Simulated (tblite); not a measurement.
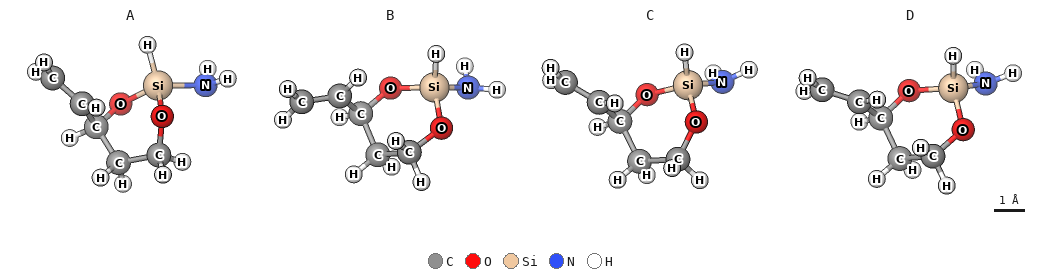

4 geometries from one relaxation of C5H11NO2Si, in shuffled order. Style: ball-and-stick. Shown at a tilt.

All numbers below come from GFN2-xTB geometry optimisation, gas phase (tblite 0.8.0). 

### Order the frames from highest to lowest energy.

A, C, D, B. They are steps 0, 58, 96, 182, at +105.7 kJ/mol, +21.0 kJ/mol, +4.08 kJ/mol relative to the last. After 182 geometry steps the energy has fallen by 105.7 kJ/mol. An H atom moves most after the best rigid fit: 1.75 Å. Largest moves by element: H 1.75 Å, C 0.92 Å, O 0.89 Å, Si 0.56 Å, N 0.49 Å. Among the contacts that change: C–Si 2.829 → 3.342 Å, O–Si 1.721 → 1.631 Å, O–Si 1.703 → 1.629 Å, N–Si 1.778 → 1.718 Å. Among the angles between lasting bonds that change: C–O–Si 107.0° → 120.9°, N–Si–O 114.5° → 106.1°, N–Si–H 108.9° → 117.1°. Groups turn about C–O by about 100°, C–C by about 80°, C–C by about 70°. Cost: 2.7 s on 1 thread of Intel(R) Xeon(R) Platinum 8259CL CPU @ 2.50GHz, with other jobs on the host.
